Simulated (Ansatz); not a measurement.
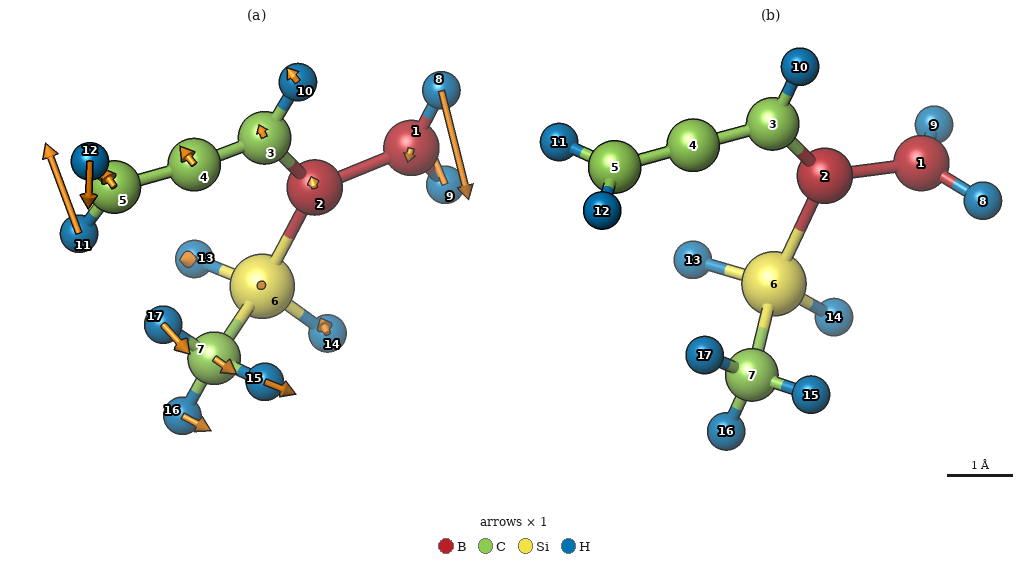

The structure of C₄H₁₀B₂Si before (left) and after (right) a relaxation, at one scale. The orange arrows give the displacements, at their true length.

Style: ball-and-stick. Shown at a tilt.

The run prepares an end point of a later path (torsion) calculation, from a guessed geometry.

All numbers below come from RKS B3LYP/6-31G* (Ansatz 0.2.0).

Input
```yaml
crystal:
  periodic: [false, false, false]
  atoms:
    - { symbol: B, position_ang: [1.5091, -0.9499, 2.1415] }
    - { symbol: B, position_ang: [0.8689, -0.4217, 0.656] }
    - { symbol: C, position_ang: [0.753, -1.4546, -0.5303] }
    - { symbol: C, position_ang: [0.3312, -1.1283, -1.6697] }
    - { symbol: C, position_ang: [-0.2712, -0.8257, -2.8295] }
    - { symbol: Si, position_ang: [0.1278, 1.3922, 0.4979] }
    - { symbol: C, position_ang: [0.63188, 2.08624, -1.13016] }
    - { symbol: H, position_ang: [1.9027, -1.9888, 2.2659] }
    - { symbol: H, position_ang: [1.4802, -0.1355, 3.0822] }
    - { symbol: H, position_ang: [1.169, -2.4568, -0.3477] }
    - { symbol: H, position_ang: [-0.8449, 0.101, -2.8866] }
    - { symbol: H, position_ang: [-0.1321, -1.4627, -3.6488] }
    - { symbol: H, position_ang: [-1.32075, 1.38113, 0.55216] }
    - { symbol: H, position_ang: [0.65335, 2.23447, 1.54867] }
    - { symbol: H, position_ang: [1.75746, 2.1246, -1.21757] }
    - { symbol: H, position_ang: [0.19543, 3.13898, -1.24513] }
    - { symbol: H, position_ang: [0.23148, 1.47844, -1.95406] }
basis:
  gaussian: { orbitals: "6-31G*" }
hamiltonian:
  xc: b3lyp
relax:
  f_tol: 0.015
  max_steps: 40
```

Run as
```bash
ansatz run input.yaml --threads 2 --pin off --max-ram 3072MiB --backend cpu --events-out ev --progress --plain --runs-dir out
```

**What changed between the two?**

Over 33 accepted moves (35 points after the start) the energy falls by 61.4 kcal/mol. The largest force component goes from 4.8 to 0.0081 eV/Å. The line search rejected the trial steps at points 20, 34 of the run. The atom that moves furthest after the best rigid fit is H8 (1.76 Å). By element the largest moves are H 1.76 Å, C 0.46 Å, B 0.24 Å, Si 0.13 Å. Some distances before and after: B2–Si6 1.966 → 2.060 Å, B1–H8 1.118 → 1.203 Å, B1–B2 1.702 → 1.628 Å, C3–C4 1.258 → 1.322 Å. Among the angles between lasting bonds that change: B1–B2–C3 118.7° → 132.3°, B1–B2–Si6 119.9° → 106.4°, H8–B1–H9 122.2° → 115.3°. Groups turn about B1–B2 by about 90°, B2–Si6 by about 20°. The run took 3.4 min on 2 threads of Arm Neoverse V1 (shared host), peak memory 0.37 GiB.
